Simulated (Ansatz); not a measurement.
# CF+ (SMILES [C+]F) at 3 levels

Wanted: a comparison of 3 runs (HF/STO-3G, HF/3-21G, wB97X/6-31+G*) of CF+. 

The results are computed with Ansatz 0.2.0.

6 further runs of the same task are left out: 1 for a known fault of the program, 5 set aside as unsound or not needed. Runs told in other sessions of the task aren't counted.

### Step 1. The structure to begin with

The species is CF+ (2 atoms), meant as a singlet with charge +1. As SMILES, `[C+]F`. Geometry: relaxed at PBE0-D4/def2-TZVP.

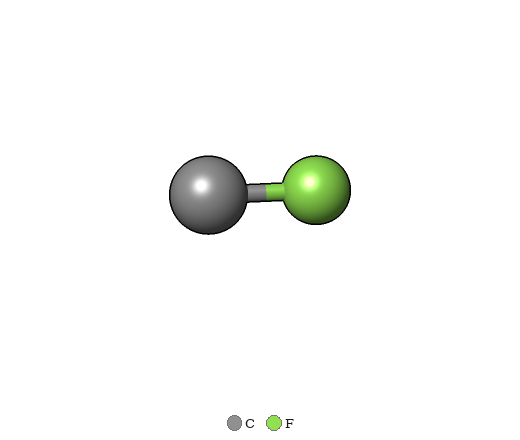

The structure, seen from a chosen angle (carbon grey, fluorine green).

### Step 2. Energy and forces at HF/STO-3G (run 1)

input.yaml reads:

```yaml
crystal:
  periodic: [false, false, false]
  atoms:
    - {symbol: C, position_ang: [0.492270, -0.160830, 0.253170]}
    - {symbol: F, position_ang: [-0.492270, 0.160830, -0.253170]}
basis:
  gaussian:
    orbitals: STO-3G
total_charge: 1
hamiltonian:
  xc: hf
accuracy: high
output:
  forces: true
  orbitals: {seedname: orbitals}
```

On the command line:

```
$ ansatz run input.yaml --threads 1 --pin off --max-ram 3480MiB --events-out events.jsonl --progress --plain --runs-dir runs
```

What it wrote:

```text
Warning: RAYON_NUM_THREADS=1 ignored (pool sized by the plan → 1); use --threads N
Functional definition: HF
  name "HF"
  exchange = exact_x
  correlation = 0
149 factors; integrals over basis functions are off by at most 3.0e-8 eV
mean field evaluation 1: about -3671.6810 eV, gradient 2.9e1 eV
mean field evaluation 2: about -3671.7129 eV, gradient 2.9e1 eV
mean field evaluation 4: about -3674.4442 eV, gradient 7.1e-1 eV
mean field evaluation 8: about -3674.4436 eV, gradient 1.1e-5 eV
mean field -3674.44357054 eV, -135.0333105899 hartree, gradient 2.0e-8 eV, S^2 0.000000; 0 other end points of the search recorded, 0 dependent functions left out
the calculation of the forces begins
reference -3674.44357054 eV, -135.0333105899 hartree; 7, 7 occupied and 3, 3 virtual orbitals, 149 factors
Total energy: -3674.44357054 eV, -135.0333105899 hartree
Atom 0 at     0.492270    -0.160830     0.253170 Å, force     5.249894    -1.715198     2.699973 eV/Å
Atom 1 at    -0.492270     0.160830    -0.253170 Å, force    -5.249894     1.715198    -2.699973 eV/Å
Dipole moment:     0.173624    -0.056725     0.089293 e Å
```

It took 0.06 s on 1 thread of Arm Neoverse V2, shared host.

### Step 3. Energy and gradient at HF/3-21G (run 2)

in.yaml reads:

```yaml
crystal:
  periodic: [false, false, false]
  atoms:
    - {symbol: C, position_ang: [0.492270, -0.160830, 0.253170]}
    - {symbol: F, position_ang: [-0.492270, 0.160830, -0.253170]}
basis:
  gaussian:
    orbitals: 3-21G.json
total_charge: 1
hamiltonian:
  xc: hf
accuracy: high
output:
  forces: true
  orbitals: {seedname: orbitals}
```

The basis set 3-21G is read from a file made from the Basis Set Exchange's data (not shown).

On the command line:

```
$ ansatz run in.yaml --threads 1 --pin off --max-ram 3480MiB --events-out events.jsonl --progress --plain --runs-dir runs
```

What it wrote:

```text
Warning: RAYON_NUM_THREADS=1 ignored (pool sized by the plan → 1); use --threads N
[... 4 set-up lines as earlier in the session ...]
335 factors; integrals over basis functions are off by at most 3.7e-9 eV
mean field evaluation 1: about -3698.9194 eV, gradient 5.0e1 eV
mean field evaluation 2: about -3698.9158 eV, gradient 5.0e1 eV
mean field evaluation 4: about -3702.7274 eV, gradient 1.5e0 eV
mean field evaluation 8: about -3702.7342 eV, gradient 1.3e-1 eV
mean field -3702.73422694 eV, -136.0729730368 hartree, gradient 4.6e-8 eV, S^2 0.000000; 0 other end points of the search recorded, 0 dependent functions left out
the calculation of the forces begins
reference -3702.73422694 eV, -136.0729730368 hartree; 7, 7 occupied and 11, 11 virtual orbitals, 335 factors
Total energy: -3702.73422694 eV, -136.0729730368 hartree
Atom 0 at     0.492270    -0.160830     0.253170 Å, force     3.020847    -0.986944     1.553594 eV/Å
Atom 1 at    -0.492270     0.160830    -0.253170 Å, force    -3.020847     0.986944    -1.553594 eV/Å
Dipole moment:     0.297705    -0.097264     0.153107 e Å
```

It took 0.08 s on 1 thread of Arm Neoverse V2, shared host.

### Step 4. Energy and gradient at wB97X/6-31+G(d) (spherical functions) (run 3)

run.yaml reads:

```yaml
basis:
  gaussian: {orbitals: 6-31+G_st_-spherical.json}
crystal:
  periodic: [false, false, false]
  atoms:
    - {symbol: C, position_ang: [0.492270, -0.160830, 0.253170]}
    - {symbol: F, position_ang: [-0.492270, 0.160830, -0.253170]}
total_charge: 1
hamiltonian: {xc: {name: wB97X}}
accuracy: high
output: {forces: true, orbitals: {seedname: orbitals}}
```

The basis set 6-31+G* is read from a file made from the Basis Set Exchange's data (not shown).

On the command line:

```
$ ansatz run run.yaml --threads 1 --pin off --max-ram 3480MiB --events-out events.jsonl --progress --plain --runs-dir runs
```

What it wrote, cut to the lines that bear on the results:

```text
Warning: RAYON_NUM_THREADS=1 ignored (pool sized by the plan → 1); use --threads N
Functional definition: wB97X
  name "wB97X"
[...]
      + exact_x_lr(omega)
[...]
      + integral(e_c_pw_opposite_spin*poly(b97_u_opposite, 1, cos1, cos2, cos3, cos4))
630 factors; integrals over basis functions are off by at most 3.6e-9 eV
182 factors; integrals over basis functions are off by at most 1.4e-9 eV
[...]
mean field -3739.05981711 eV, -137.4079138530 hartree, gradient 1.1e-8 eV, S^2 0.000000; 0 other end points of the search recorded, 0 dependent functions left out
[...]
reference -3739.05981289 eV, -137.4079136981 hartree; 7, 7 occupied and 29, 29 virtual orbitals, 630 factors
Total energy: -3739.05981289 eV, -137.4079136981 hartree
Atom 0 at     0.492270    -0.160830     0.253170 Å, force     1.149223    -0.375464     0.591035 eV/Å
Atom 1 at    -0.492270     0.160830    -0.253170 Å, force    -1.149223     0.375464    -0.591035 eV/Å
Dipole moment:     0.175983    -0.057496     0.090507 e Å
```

Wall time 2.8 s (1 thread of Arm Neoverse V2, shared host); peak memory 0.15 GiB.

### Step 5. The series

| run | level | energy (Eh) | HOMO energy (eV) | LUMO energy (eV) | HOMO–LUMO gap (eV) | wall time |
| --- | --- | --- | --- | --- | --- | --- |
| 1 | HF/STO-3G | -135.033311 | -25.58 | -6.37 | 19.21 | 0.06 s |
| 2 | HF/3-21G | -136.072973 | -26.70 | -7.98 | 18.73 | 0.08 s |
| 3 | wB97X/6-31+G* (spherical functions) | -137.407914 | -24.67 | -9.84 | 14.83 | 2.8 s |

### Step 6. Summary of results

| quantity | value |
| --- | --- |
| run 3: total energy | -137.40791 Eh |
| run 3: HOMO energy | -24.67 eV |
| run 3: LUMO energy | -9.84 eV |
| run 3: HOMO–LUMO gap | 14.83 eV |
| run 3: largest force on an atom | 1.346 eV/Å |

The HOMO–LUMO gap runs from 14.83 eV (wB97X/6-31+G*) to 19.21 eV (HF/STO-3G). The two ends differ in method and basis. In run 1 the basis is minimal, so the values are rough. All runs together took 2.9 s, the longest 2.8 s.
